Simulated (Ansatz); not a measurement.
Profile along the O–Mg line in MgO (rock salt)

MgO (rock salt)

```xyz
2
Lattice="0.0000 2.1022 2.1022 2.1022 0.0000 2.1022 2.1022 2.1022 0.0000" Properties=species:S:1:pos:R:3 pbc="T T T"
O      0.0000     0.0000     0.0000
Mg     2.1022     2.1022     2.1022
```

Fields along a shortest O–Mg line of a {110} plane (2.10 Å), from O to Mg, interpolated on the slice's grid (step about 0.1 Å). Computed with r2SCAN (plane waves to 500 eV, PAW, scalar-relativistic; Ansatz, an electronic-structure program). k mesh 13×13×13. Inside the PAW spheres the values are not all-electron values, and peaks at nuclei hang on which shells count as valence. MgO was relaxed with its symmetry unable to fall.

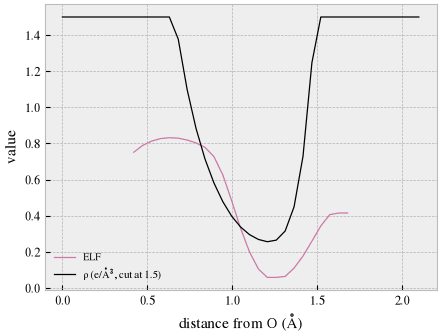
Figure: ELF (away from the nuclei) and valence density from O to Mg.

Density on the O–Mg line (2.10 Å) at its density minimum, 1.2 Å from O: 0.26 e/Å³. ELF at that point: 0.1. Character of the O–Mg contact (rough rule: ELF there above 0.7 covalent, below 0.2 ionic, polar between): closed-shell (ionic).
